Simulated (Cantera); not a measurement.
A closed system holds: 1 mol Ti(OiPr)4, 3.2 mol H2, 13 mol N2, at 1.80 mbar.

Method: chemical equilibrium by Gibbs-energy minimisation in Cantera with the NASA 1993 tables (ideal gas, pure condensed phases). Candidate condensed phases: C, C6H6, C7H8, C8H18, H2O, Ti, TiC, TiN, TiO, TiO2, Ti2O3, Ti3O5, Ti4O7; 139 gas species. The feed counts by its element totals alone. TiC: taken at fixed stoichiometry. Rates play no part.

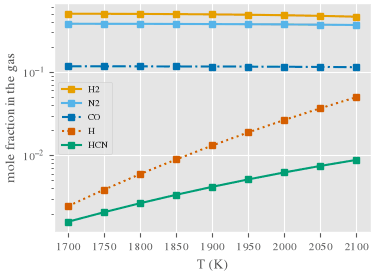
Figure. Equilibrium gas composition (values under 1e-9 drawn at 1e-9)

From 1700 K to 2100 K the condensed part is C(graphite) + TiC(s).
